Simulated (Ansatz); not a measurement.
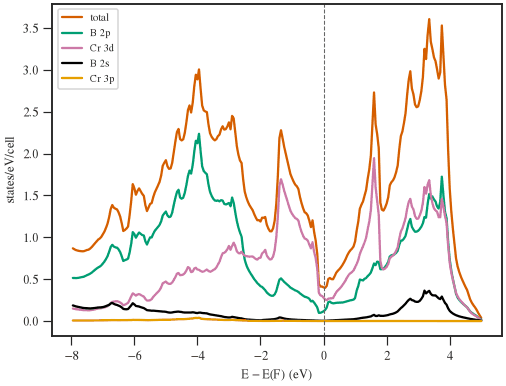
*Total and projected density of states of CrB4 in space group Immm (No. 71; Cr on 2a, B on 8l), the program Ansatz at the r²SCAN level (PAW)*

### Question
Which orbitals carry the states next to the Fermi level?

### Answer
Within 0.5 eV of the Fermi level: Cr 3d 70 %, B 2p 28 %. Projections are on Löwdin-orthogonalised atomic valence shells; empty p or d shells of many metals are not among them.

### Question
Where is the tallest occupied peak in this window, and what makes it?

### Answer
Near -3.9 eV, about 3.0 states/eV per cell; the largest projected share is B 2p.

The workflow started from a Materials Project entry (that database holds measured and hypothetical structures alike); the Crystallography Open Database files this formula in space group No. 71, but the cells were not matched. Whether it is the stable phase at ambient conditions was not checked. The r²SCAN relaxation kept the symmetry of its start; its stability against distortions is not shown here. The run is not spin-polarised.

Potentials: the later of the program's two PAW sets.
